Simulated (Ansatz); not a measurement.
Start from Li in the bcc (W type) structure (space group Im-3m, No. 229; a = 3.434 Å).

Structures relaxed with PBEsol/PAW in Ansatz (an electronic-structure program), spin-orbit coupling left out.

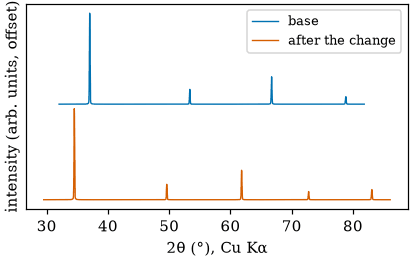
Figure: Simulated powder patterns before (top) and after one change

Problem. What was done to the base?
(A) pressure 0.9 GPa
(B) pressure 9 GPa
(C) pressure −1 GPa
(D) pressure −2 GPa

Solution. D, pressure −2 GPa. Its volume per atom is 24.84 Å³ against 20.25 Å³, and its space group is Im-3m (No. 229).

Load acts through the strain it causes; cell and atoms are relaxed under it. Whether these cells are dynamically stable was not tested. Measured, Li leaves this structure (for fcc) near 7.5 GPa (temperature not stated; as listed in Olga Degtyareva, NATO science for peace and security series. B, Physics and biophysics (2010)).
